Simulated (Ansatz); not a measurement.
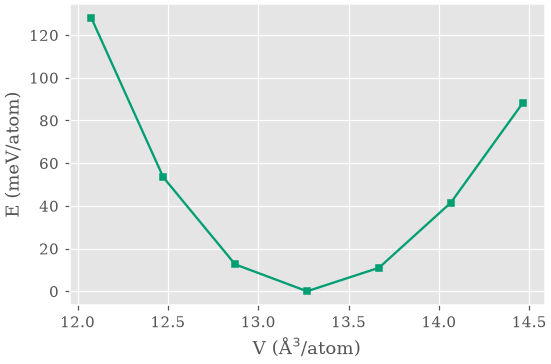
Figure. Rh (hcp (Mg type), P6_3/mmc) under volume change, plane-wave PAW LDA (Ansatz code), shape and atoms relaxed at each volume.

Q: What does a third-order Birch–Murnaghan fit give for V₀, B₀ and B′?

A: V₀ = 13.27 Å³/atom, B₀ = 314 GPa, B′ = 5.1.

The workflow started from a Materials Project entry (that database holds measured and hypothetical structures alike); the Crystallography Open Database copy checked does not list it. It is not the phase usual at ambient conditions (space group No. 225). The cell keeps a stress of up to 0.2 GPa. Symmetry was held in the LDA relaxation; whether a distortion lowers the energy is not shown. No spin polarisation was allowed.

Potentials: the later of the program's two PAW sets.
